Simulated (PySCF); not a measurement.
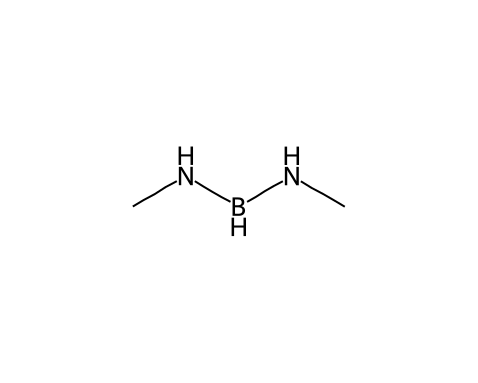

2D structure.

Question: Give its SMILES.

Answer: CNBNC

Question: What is the molecular formula?

Answer: C2H9BN2.

More results for the same structure follow; atom numbers are the same in all pictures, views and colours differ. The computed structure is the end point of a PBE0-D3(BJ)/def2-SVP optimisation. No frequency run is at hand to confirm it as a minimum.

**Geometry**

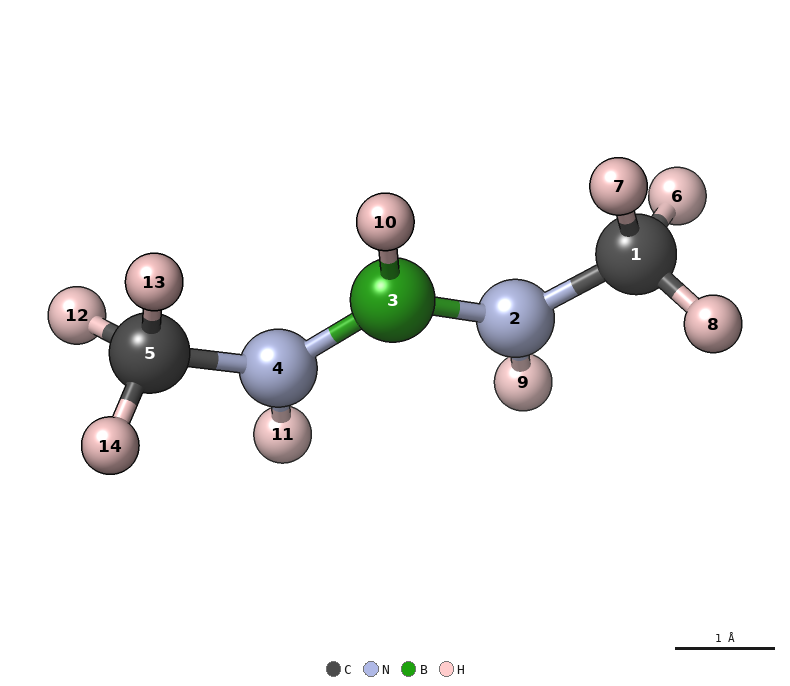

Atoms carry their numbers in the input. No frequency run is at hand to confirm it as a minimum.

Question: What is the geometry at C1?

Answer: C1 has 4 neighbours (N2 at 1.44, H6 at 1.11, H7 at 1.10, H8 at 1.11 Å); the arrangement is tetrahedral.

Question: How are the neighbours of atom 3 arranged?

Answer: B3 has 3 neighbours (N2 at 1.41, N4 at 1.41, H10 at 1.21 Å); the arrangement is trigonal planar.

Question: What is the geometry at N2?

Answer: N2 has 3 neighbours (C1 at 1.44, B3 at 1.41, H9 at 1.01 Å); the arrangement is trigonal planar.

Question: What is the dihedral angle C1–N2–B3–N4?

Answer: 179° in size, that is anti.

**Spin–spin coupling**

No frequency run is at hand to confirm it as a minimum. Level of theory: PBE/pcJ-1 indirect spin-spin coupling, non-relativistic, gas phase (PySCF 2.14.0). Isotopes: 11B, 13C, 1H, 15N.

Give the spin–spin coupling constants of these pairs, with the number of bonds between them: C1/N2, B3/N4, B3/H10, N2/H10, B3/H9, B3/H11, C1/N4, N2/C5, B3/H14.

```csv
pair,bonds apart,J (Hz)
"C1, N2",1,−10.9
"B3, N4",1,−32.4
"B3, H10",1,130.1
"N2, H10",2,−5.4
"B3, H9",2,1.1
"B3, H11",2,1.1
"C1, N4",3,−2.4
"N2, C5",3,−2.4
"B3, H14",3,3.1
```

**NMR shielding**

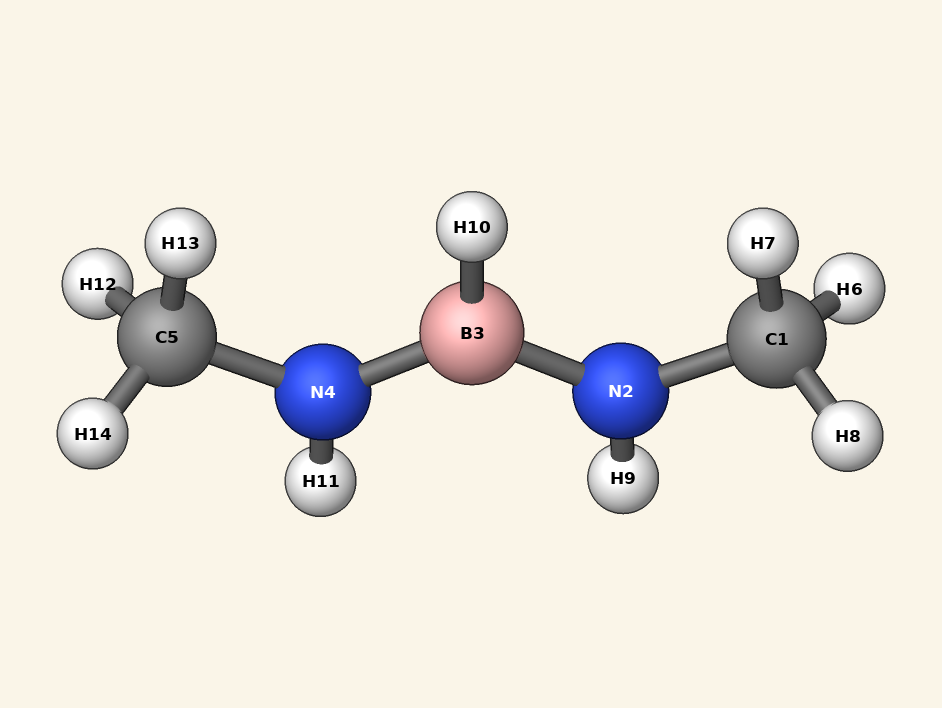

No frequency run is at hand to confirm it as a minimum. Level of theory: GIAO PBE0/pcSseg-2 NMR shielding, non-relativistic, gas phase (PySCF 2.14.0). Principal shieldings σ11 ≤ σ22 ≤ σ33, span Ω = σ33 − σ11, skew κ = 3(σiso − σ22)/Ω.

Give the shielding tensors of the B atoms.

```json
{"atom": "B3", "σ11": "43.3", "σ22": "78.9", "σ33": "93.0", "σiso": "71.7", "Ω": "49.7", "κ": "−0.43"}
```

Shieldings and span in ppm.

**Electronic properties**

No frequency run is at hand to confirm it as a minimum. Properties computed with B3LYP/cc-pVTZ, gas phase (PySCF 2.14.0).

Computed properties:

- dipole moment: 1.47 D
- HOMO energy (Kohn–Sham orbital): −5.90 eV
- LUMO energy (Kohn–Sham orbital): 0.93 eV
- HOMO–LUMO gap: 6.83 eV
